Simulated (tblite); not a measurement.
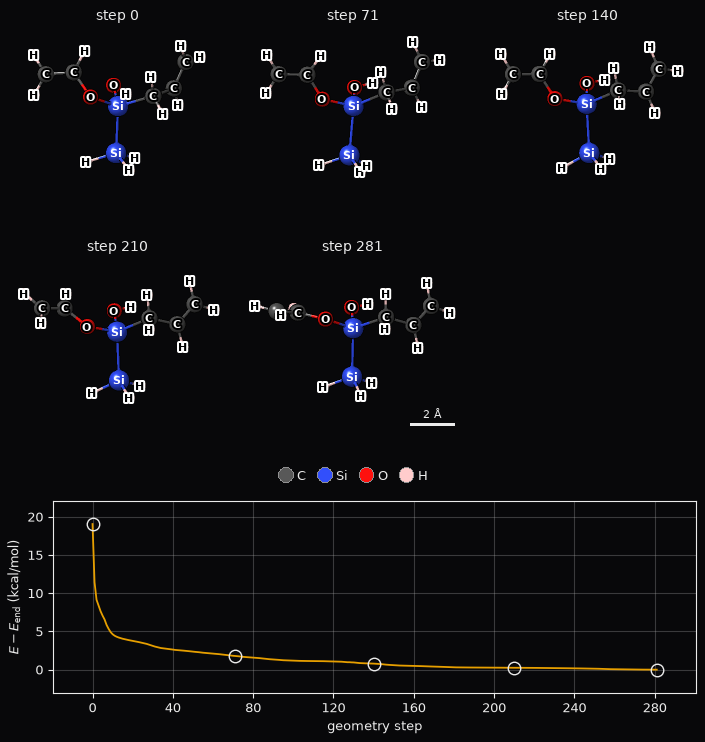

Frames of a relaxation of C₅H₁₂O₂Si₂, marked on the history of the run. A ball-and-stick model, seen at a tilt.

Level of theory: GFN2-xTB geometry optimisation, gas phase (tblite 0.8.0). 

> Describe the path.

The largest move after the best rigid fit is that of an H atom, 2.28 Å. Largest moves by element: H 2.28 Å, C 0.81 Å, O 0.60 Å, Si 0.48 Å. Among the contacts that change: O–Si 1.739 → 1.631 Å, Si–Si 2.221 → 2.306 Å, O–Si 1.714 → 1.640 Å, H–O 1.015 → 0.952 Å. Bond angles that change, for instance: Si–O–H 107.2° → 121.7°, Si–O–C 116.9° → 131.0°, H–Si–H 113.4° → 106.0°. Groups turn about C–O by about 55°, O–Si by about 50°, C–Si by about 30°. Over 281 geometry steps the energy falls by 19.1 kcal/mol. From step 0 to 71: an H atom moves most (0.80 Å), energy −17.3 kcal/mol. From step 71 to 140: an H atom moves most (0.81 Å), energy −1.00 kcal/mol. From step 140 to 210: an H atom moves most (1.09 Å), energy −0.53 kcal/mol. From step 210 to 281: an H atom moves most (0.77 Å), energy −0.26 kcal/mol.

```csv
step,"E − E(0), kcal/mol"
0,0.00
1,-7.61
2,-9.92
3,-10.67
4,-11.40
5,-11.98
6,-12.49
7,-13.20
8,-13.71
9,-14.13
10,-14.42
24,-15.51
39,-16.39
53,-16.77
67,-17.15
81,-17.50
96,-17.84
110,-17.93
124,-18.02
138,-18.24
153,-18.52
167,-18.63
181,-18.76
195,-18.78
210,-18.80
224,-18.83
238,-18.88
252,-18.94
267,-19.03
281,-19.06
```
